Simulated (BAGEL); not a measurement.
**CH4BFO (SMILES OCBF) at B3LYP/6-31G(d) (density fitting with qzvpp-jkfit, spherical functions)**

Aim: the energy change on altering one bond length of CH4BFO at B3LYP/6-31G* (density fitting with qzvpp-jkfit, spherical functions), from 2 runs. 

The results are computed with BAGEL 1.2.2.

1 further run of the same task is left out (it didn't finish). Runs told in other sessions of the task aren't counted.

## 1. The system as given

CH4BFO: 8 atoms, total charge 0, spin state singlet. As SMILES, `OCBF`. Geometry: relaxed at PBE0-D4/def2-TZVP. This is one conformer, not always the lowest.

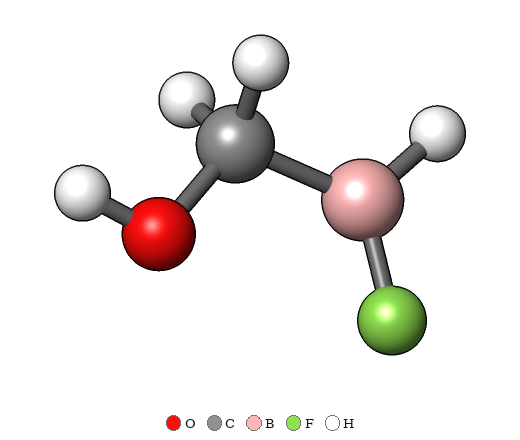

Viewed from a chosen angle; oxygen red, carbon grey, boron pink, fluorine green, hydrogen white.

## 2. The energy at B3LYP/6-31G(d) (density fitting with qzvpp-jkfit, spherical functions)

File dft.json:

```json
{ "bagel" : [

{
  "title" : "molecule",
  "basis" : "6-31gs.json",
  "df_basis" : "qzvpp-jkfit",
  "angstrom" : true,
  "geometry" : [
    { "atom" : "O", "xyz" : [      -1.240500,       0.762600,      -0.169300 ] },
    { "atom" : "C", "xyz" : [       0.117900,       0.425000,      -0.013600 ] },
    { "atom" : "B", "xyz" : [       0.368600,      -1.112000,       0.076000 ] },
    { "atom" : "F", "xyz" : [      -0.622900,      -1.976700,       0.007200 ] },
    { "atom" : "H", "xyz" : [      -1.319100,       1.717500,      -0.217300 ] },
    { "atom" : "H", "xyz" : [       0.563100,       0.872000,       0.893700 ] },
    { "atom" : "H", "xyz" : [       0.744200,       0.799800,      -0.843400 ] },
    { "atom" : "H", "xyz" : [       1.481000,      -1.545400,       0.210800 ] }
  ]
},

{
  "title" : "ks",
  "xc_func" : "b3lyp"
},

{
  "title" : "print",
  "file" : "orbitals.molden",
  "orbitals" : true
}

]}
```

The basis set 6-31G* is read from a file made from the Basis Set Exchange's data (not shown).

The run is started by

```bash
$ BAGEL_NUM_THREADS=1 BAGEL dft.json > dft.out
```

The log of the run:

```text
* using 1 threads per process

  ===============================================================
  ===============================================================

  *** Geometry ***

  { "atom" : "O", "xyz" : [     -2.344205,      1.441105,     -0.319931 ] },
  { "atom" : "C", "xyz" : [      0.222799,      0.803134,     -0.025700 ] },
  { "atom" : "B", "xyz" : [      0.696553,     -2.101375,      0.143619 ] },
  { "atom" : "F", "xyz" : [     -1.177110,     -3.735422,      0.013606 ] },
  { "atom" : "H", "xyz" : [     -2.492738,      3.245605,     -0.410637 ] },
  { "atom" : "H", "xyz" : [      1.064105,      1.647841,      1.688848 ] },
  { "atom" : "H", "xyz" : [      1.406334,      1.511403,     -1.593795 ] },
  { "atom" : "H", "xyz" : [      2.798684,     -2.920383,      0.398354 ] },

  Number of auxiliary basis functions:      376

  Since a DF basis is specified, we compute 2- and 3-index integrals:
    o Being stored without compression. Storage requirement is 0.012 GB

  Number of basis functions:       64
  Number of electrons      :       32

    * METHOD: MOLECULE                             0.12

  *** Kohn-Sham DFT ***

    * Removing 14586 points whose weight is below 1.00e-10
    * Grid points: 104662

  === Nuclear Repulsion ===
   111.2266166748

       - DIIS with orbital gradients will be used.

  === KS iteration (b3lyp / 6-31gs.json) ===
      0       -217.17425501          0.15820011           0.22
      1       -195.49715734          0.22035335           0.21
      2       -210.03174889          0.19085132           0.21
      3       -235.95751719          0.09778483           0.22
      4       -237.67859732          0.09204924           0.21
      5       -240.33984375          0.02070416           0.22
      6       -240.42459652          0.00950942           0.22
      7       -240.45110492          0.00267434           0.22
      8       -240.45216185          0.00172063           0.22
      9       -240.45281621          0.00077863           0.22
     10       -240.45296614          0.00021442           0.21
     11       -240.45297845          0.00002699           0.21
     12       -240.45297856          0.00001970           0.21
     13       -240.45297866          0.00000296           0.21
     14       -240.45297866          0.00000221           0.21
     15       -240.45297866          0.00000071           0.21
     16       -240.45297866          0.00000018           0.21
     17       -240.45297866          0.00000011           0.21
     18       -240.45297866          0.00000001           0.21
     19       -240.45297866          0.00000001           0.21
    * SCF iteration converged.

    * Permanent dipole moment:
           (   -0.537001,    -0.802435,    -0.022758) a.u.

    * METHOD: KS                                   4.74

    * METHOD: PRINT                                0.01

  ===============================================================
```

It took 5.1 s on 1 thread of Arm Neoverse V1, shared host; peak memory 0.32 GiB.

## 3. The distorted shape, same level

File input.json:

```json
{ "bagel" : [

{
  "title" : "molecule",
  "basis" : "6-31gs.json",
  "df_basis" : "qzvpp-jkfit",
  "angstrom" : true,
  "geometry" : [
    { "atom" : "O", "xyz" : [      -1.216922,       0.476160,      -0.154902 ] },
    { "atom" : "C", "xyz" : [       0.141478,       0.138560,       0.000798 ] },
    { "atom" : "B", "xyz" : [       0.392178,      -1.398440,       0.090398 ] },
    { "atom" : "F", "xyz" : [      -0.599322,      -2.263140,       0.021598 ] },
    { "atom" : "H", "xyz" : [      -1.319100,       1.717500,      -0.217300 ] },
    { "atom" : "H", "xyz" : [       0.586678,       0.585560,       0.908098 ] },
    { "atom" : "H", "xyz" : [       0.767778,       0.513360,      -0.829002 ] },
    { "atom" : "H", "xyz" : [       1.504578,      -1.831840,       0.225198 ] }
  ]
},

{
  "title" : "ks",
  "xc_func" : "b3lyp"
},

{
  "title" : "print",
  "file" : "orbitals.molden",
  "orbitals" : true
}

]}
```

The basis set 6-31G* is read from a file made from the Basis Set Exchange's data (not shown).

The run is started by

```bash
$ BAGEL_NUM_THREADS=1 BAGEL input.json > input.out
```

The log of the run:

```text
* using 1 threads per process

  ===============================================================
  ===============================================================

  *** Geometry ***

  { "atom" : "O", "xyz" : [     -2.299649,      0.899812,     -0.292722 ] },
  { "atom" : "C", "xyz" : [      0.267355,      0.261840,      0.001508 ] },
  { "atom" : "B", "xyz" : [      0.741109,     -2.642669,      0.170827 ] },
  { "atom" : "F", "xyz" : [     -1.132554,     -4.276715,      0.040814 ] },
  { "atom" : "H", "xyz" : [     -2.492738,      3.245605,     -0.410637 ] },
  { "atom" : "H", "xyz" : [      1.108661,      1.106548,      1.716057 ] },
  { "atom" : "H", "xyz" : [      1.450890,      0.970110,     -1.566587 ] },
  { "atom" : "H", "xyz" : [      2.843240,     -3.461676,      0.425563 ] },

  Number of auxiliary basis functions:      376

  Since a DF basis is specified, we compute 2- and 3-index integrals:
    o Being stored without compression. Storage requirement is 0.012 GB

  Number of basis functions:       64
  Number of electrons      :       32

    * METHOD: MOLECULE                             0.12

  *** Kohn-Sham DFT ***

    * Removing 14219 points whose weight is below 1.00e-10
    * Grid points: 105029

  === Nuclear Repulsion ===
   109.8632506546

       - DIIS with orbital gradients will be used.

  === KS iteration (b3lyp / 6-31gs.json) ===
      0       -216.90692687          0.15514523           0.23
      1       -195.59035090          0.21515840           0.22
      2       -209.32151224          0.18680764           0.21
      3       -236.01335883          0.09557096           0.21
      4       -237.79668519          0.08833128           0.21
      5       -240.29890568          0.02093466           0.22
      6       -240.38217201          0.01030987           0.22
      7       -240.40984981          0.00434903           0.21
      8       -240.41324019          0.00234537           0.21
      9       -240.41424970          0.00136645           0.26
     10       -240.41473135          0.00032905           0.22
     11       -240.41476079          0.00001777           0.22
     12       -240.41476086          0.00000658           0.22
     13       -240.41476088          0.00000189           0.22
     14       -240.41476088          0.00000052           0.22
     15       -240.41476088          0.00000048           0.22
     16       -240.41476088          0.00000003           0.22
     17       -240.41476088          0.00000001           0.22
     18       -240.41476088          0.00000001           0.23
    * SCF iteration converged.

    * Permanent dipole moment:
           (   -0.568479,    -0.788182,    -0.026624) a.u.

    * METHOD: KS                                   4.68

    * METHOD: PRINT                                0.01

  ===============================================================
```

Run time: 5.1 s. Hardware: 1 thread of Arm Neoverse V1, shared host; peak memory 0.32 GiB.

## 4. What came out

At B3LYP/6-31G* (density fitting with qzvpp-jkfit, spherical functions):

```
                                                         quantity          value
                                        first shape: total energy  -240.45298 Eh
                                       first shape: dipole moment         2.45 D
                                         first shape: HOMO energy       -7.40 eV
                                         first shape: LUMO energy       -0.22 eV
                                       first shape: HOMO–LUMO gap        7.18 eV
                                    distorted shape: total energy  -240.41476 Eh
                                   distorted shape: dipole moment         2.47 D
                                     distorted shape: HOMO energy       -7.25 eV
                                     distorted shape: LUMO energy       -0.28 eV
                                   distorted shape: HOMO–LUMO gap        6.97 eV
energy change with the O1–H5 bond stretched from 0.959 to 1.247 Å       1.040 eV
```

In words: With the O1–H5 bond stretched from 0.959 to 1.247 Å the energy rises by 1.04 eV (24 kcal/mol). The first shape isn't relaxed at this level, so the change isn't measured from a minimum.
